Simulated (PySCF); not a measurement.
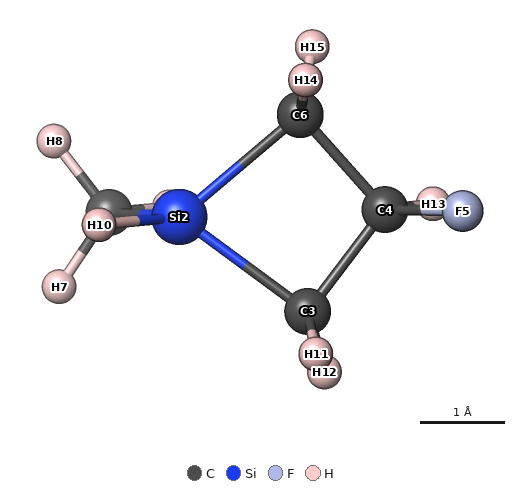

**Figure 1.** The input geometry of run 1 (ball-and-stick view, seen at a tilt; atoms are numbered from 1 in the order of the input). Bond lengths as drawn: C–C 1.54 Å, C–F 1.38 Å, C–H 1.09 Å, C–Si 1.90 to 1.92 Å and H–Si 1.47 Å.

## Two runs on C$_{4}$H$_{9}$FSi

System: C$_{4}$H$_{9}$FSi.
Method of run 1: GIAO LDA/pcSseg-1 NMR shielding, non-relativistic, IEF-PCM chloroform (PySCF 2.14.0).

The geometry comes from this level: GFN2-xTB. Text and figures count atoms from 1; the logs count them from 0 in places.

## Input file, run 1
```
{"job": {"kind": "nmr", "xc": "LDA", "basis": "pcSseg-1", "solvent": "chloroform", "pop": false, "scf": {"guess": "vsap"}}, "charge": 0, "multiplicity": 1}
C      2.213143    -0.161015     0.083683
Si     0.552941     0.735547     0.266913
C     -0.704512     0.441271    -1.148565
C     -1.513633    -0.511972    -0.257985
F     -2.858747    -0.200976    -0.242745
C     -0.843979    -0.274988     1.102764
H      2.849088     0.346932    -0.634436
H      2.745081    -0.186094     1.029415
H      2.082143    -1.185809    -0.252087
H      0.712380     2.121890     0.716808
H     -1.302386     1.315526    -1.394954
H     -0.375797    -0.006539    -2.082482
H     -1.456841    -1.554966    -0.585000
H     -1.496841     0.318997     1.737677
H     -0.606454    -1.189814     1.639082
```

The first line tells a small driver script what to run in PySCF; the rest is the geometry in Å.

Launched with:
```bash
OMP_NUM_THREADS=1 python <driver script> task.json out
```

Hardware: 1 CPU thread, shared host.

## Output (run 1)
```
final grid: 116712 points
cycle   1  E = -539.2657475891  dE =  3.152e+00  |g| = 3.760e+00  |ddm| = 9.891e+00
cycle   2  E = -519.1564607455  dE =  2.011e+01  |g| = 9.256e+00  |ddm| = 1.182e+01
cycle   3  E = -542.3701677122  dE = -2.321e+01  |g| = 2.771e+00  |ddm| = 6.644e+00
cycle   4  E = -543.5456612913  dE = -1.175e+00  |g| = 1.392e+00  |ddm| = 2.287e+00
cycle   5  E = -543.8490632806  dE = -3.034e-01  |g| = 2.757e-01  |ddm| = 8.582e-01
cycle   6  E = -543.8590248087  dE = -9.962e-03  |g| = 1.483e-01  |ddm| = 2.806e-01
cycle   7  E = -543.8643365403  dE = -5.312e-03  |g| = 2.915e-02  |ddm| = 1.557e-01
cycle   8  E = -543.8644888409  dE = -1.523e-04  |g| = 1.310e-02  |ddm| = 3.404e-02
cycle   9  E = -543.8645329860  dE = -4.415e-05  |g| = 2.795e-03  |ddm| = 1.575e-02
cycle  10  E = -543.8645346543  dE = -1.668e-06  |g| = 1.131e-03  |ddm| = 3.453e-03
cycle  11  E = -543.8645349449  dE = -2.906e-07  |g| = 2.313e-04  |ddm| = 9.875e-04
cycle  12  E = -543.8645349581  dE = -1.324e-08  |g| = 4.211e-05  |ddm| = 2.603e-04
cycle  13  E = -543.8645349586  dE = -4.640e-10  |g| = 6.957e-06  |ddm| = 5.340e-05
converged SCF energy = -543.8645349586

GIAO shielding tensors (ppm)
atom      isotropic    diamagn.    paramagn.     s11        s22        s33       span
  0 C      187.287     252.734     -65.446    182.660    187.517    191.685      9.025
  1 Si     351.111     881.246    -530.135    278.714    346.096    428.522    149.808
  2 C      156.195     254.473     -98.278    129.050    149.984    189.552     60.501
  3 C       85.376     248.653    -163.277     45.805     67.879    142.445     96.640
  4 F      318.923     471.152    -152.229    256.747    344.773    355.248     98.500
  5 C      156.178     254.475     -98.297    129.068    149.924    189.542     60.474
  6 H       30.771      28.681       2.091     26.374     27.694     38.247     11.873
  7 H       30.773      28.690       2.083     26.378     27.696     38.245     11.868
  8 H       30.977      30.895       0.082     26.278     29.140     37.513     11.234
  9 H       25.962      28.658      -2.696     22.228     24.809     30.848      8.620
 10 H       29.260      30.270      -1.010     26.297     27.706     33.777      7.480
 11 H       29.145      30.737      -1.592     25.668     27.097     34.670      9.002
 12 H       25.462      30.729      -5.267     22.332     26.518     27.535      5.203
 13 H       29.263      30.275      -1.013     26.302     27.712     33.774      7.472
 14 H       29.144      30.738      -1.595     25.664     27.095     34.673      9.009
```

The input of run 2 differs as follows (lines with − go, lines with + come):
```diff
-"xc": "LDA"
+"xc": "PBE0"
-"solvent": "chloroform"
-"pop": false
-"scf": {"guess": "vsap"}
```

What does this change do to the results?

The total energies belong to different models, so their difference says nothing on which is more stable or more accurate. The HOMO goes from −6.73 to −8.06 eV. The LUMO goes from −0.06 to 0.85 eV. The dipole moment goes from 2.72 to 2.42 D. Of all shieldings, the largest change is that of Si2, by +28.8 ppm. The functional changes from LDA to PBE0. The SCF takes 12 iterations against 13.

## Output (run 2)
```
coarse grid: 12640 points
cycle   1  E = -546.5979261843  dE =  5.159e-01  |g| = 6.155e-01  |ddm| = 3.340e+00
cycle   2  E = -546.5668316654  dE =  3.109e-02  |g| = 7.606e-01  |ddm| = 1.008e+00
cycle   3  E = -546.6774014772  dE = -1.106e-01  |g| = 5.679e-02  |ddm| = 5.628e-01
cycle   4  E = -546.6777710047  dE = -3.695e-04  |g| = 3.049e-02  |ddm| = 5.081e-02
cycle   5  E = -546.6779503534  dE = -1.793e-04  |g| = 4.079e-03  |ddm| = 2.556e-02
cycle   6  E = -546.6779538121  dE = -3.459e-06  |g| = 1.552e-03  |ddm| = 5.339e-03
final grid: 116712 points
cycle   7  E = -546.7207245564  dE = -3.018e-05  |g| = 9.149e-03  |ddm| = 2.446e-02
cycle   8  E = -546.7207082778  dE =  1.628e-05  |g| = 1.269e-02  |ddm| = 1.782e-02
cycle   9  E = -546.7207450316  dE = -3.675e-05  |g| = 1.104e-03  |ddm| = 9.999e-03
cycle  10  E = -546.7207452234  dE = -1.919e-07  |g| = 2.541e-04  |ddm| = 8.877e-04
cycle  11  E = -546.7207452336  dE = -1.014e-08  |g| = 3.958e-05  |ddm| = 1.924e-04
cycle  12  E = -546.7207452339  dE = -3.081e-10  |g| = 1.360e-05  |ddm| = 5.594e-05
converged SCF energy = -546.7207452339

GIAO shielding tensors (ppm)
atom      isotropic    diamagn.    paramagn.     s11        s22        s33       span
  0 C      189.701     252.861     -63.160    186.282    190.634    192.188      5.906
  1 Si     379.899     879.793    -499.894    320.044    375.055    444.598    124.554
  2 C      161.431     254.484     -93.054    135.669    155.710    192.913     57.244
  3 C       96.583     247.616    -151.034     60.723     81.782    147.242     86.519
  4 F      332.441     471.133    -138.692    272.348    359.713    365.263     92.914
  5 C      161.414     254.485     -93.071    135.686    155.651    192.906     57.220
  6 H       31.319      29.225       2.094     26.986     28.199     38.773     11.788
  7 H       31.321      29.235       2.086     26.990     28.202     38.772     11.782
  8 H       31.496      31.518      -0.022     26.870     29.658     37.959     11.090
  9 H       26.772      29.045      -2.273     23.053     25.466     31.797      8.744
 10 H       29.754      30.742      -0.987     26.655     28.135     34.473      7.818
 11 H       29.848      31.423      -1.575     26.312     27.703     35.530      9.219
 12 H       26.385      31.299      -4.914     23.228     27.298     28.628      5.400
 13 H       29.757      30.747      -0.990     26.661     28.141     34.470      7.809
 14 H       29.848      31.426      -1.578     26.308     27.701     35.534      9.226
```

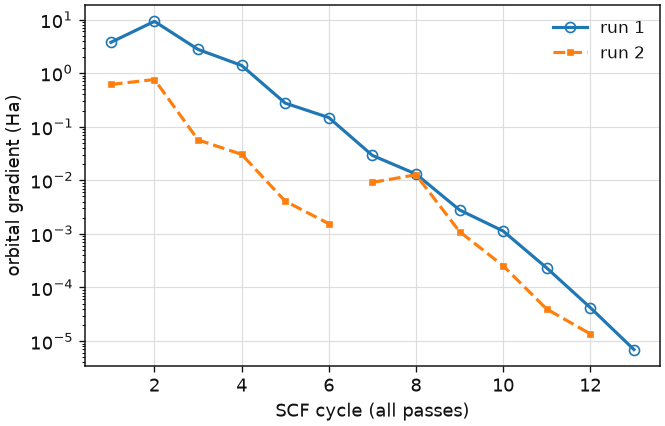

**Figure 2.** Convergence of the two runs: orbital gradient against the SCF cycle. A break in a curve parts two SCF passes (coarse and final grid). Run 1 takes 13 cycles in all, and run 2 takes 12.

## The two runs side by side

```csv
quantity,run 1,run 2
outcome,converged,converged
total energy (hartree),−543.864535,−546.720745
HOMO (eV),−6.73,−8.06
LUMO (eV),−0.06,0.85
dipole moment (D),2.72,2.42
shielding of C1 (ppm),187.3,189.7
shielding of Si2 (ppm),351.1,379.9
shielding of C3 (ppm),156.2,161.4
shielding of C4 (ppm),85.4,96.6
shielding of F5 (ppm),318.9,332.4
shielding of C6 (ppm),156.2,161.4
shielding of H13 (ppm),25.5,26.4
SCF iterations,13,12
basis functions,154,154
wall time (shared host),25 s,41 s
```
